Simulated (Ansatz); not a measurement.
## Map of one atom of the cell for Sb (A7 type, space group R-3m)

Relaxed Sb (A7 type, space group R-3m):

```yaml
crystal:
  lattice:
    - [2.16397, 1.24937, 3.78144]
    - [-2.16397, 1.24937, 3.78144]
    - [0.00000, -2.49874, 3.78144]
  atoms:
    - { symbol: Sb, position: [0.23324, 0.23324, 0.23324] }
    - { symbol: Sb, position: [0.76676, 0.76676, 0.76676] }
```

In this cell atom 1 (Sb, nearest neighbour Sb at 2.920 Å; its periodic images, 4.3 Å or more away, move with it) is moved by u·(1.000, 0.000, 0.000) + v·(0.000, 0.000, 1.000); the rest is frozen.

These are r2SCAN+rVV10 (plane waves to 500 eV, PAW, scalar-relativistic; Ansatz, a first-principles code) values and carry that method's errors. k mesh 11×11×11 (Γ-centred), Fermi-Dirac smearing 0.05 eV. The energy includes the smearing's −TS. Compression counts positive. With partly filled bands, energies and forces of such displacements shift with the k mesh and the smearing. Sb was relaxed with its symmetry unable to fall. Spin-orbit coupling is left out, though Sb is heavy. The zero of ΔE is the undisplaced structure. Axes are in Å.

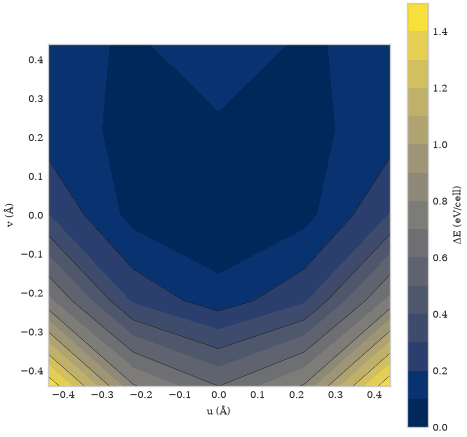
Fig. 1. ΔE (eV/cell) over the 5×5 grid of computed points.

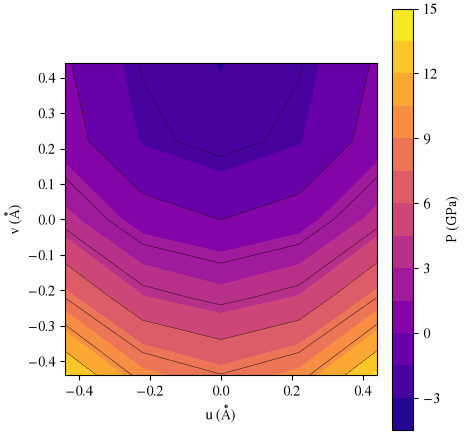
*P (GPa) over the 5×5 grid of computed points.*

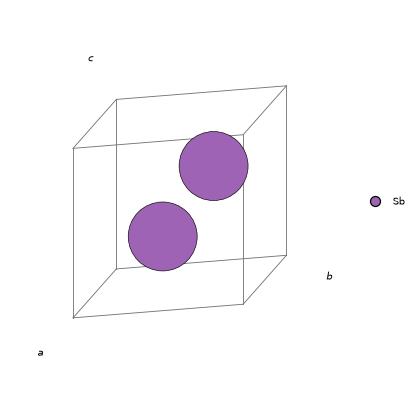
Figure. The cell of the calculation at u = -0.440 Å, v = -0.440 Å.

Highest place on the grid, met at several equal points: u = -0.440 Å, v = -0.440 Å; u = 0.440 Å, v = -0.440 Å (1493 meV/cell). Lowest place on the grid: u = 0.000 Å, v = 0.000 Å (0 meV/cell). Softest direction at the centre: along u. Centre of the map: a minimum. Principal force constants in the plane (five-point differences of the forces): 2.4 and 5.1 eV/Å².

(A displaced cell: forces are minus the slopes of the energy, force constants its curvatures, and phonons follow from these.)
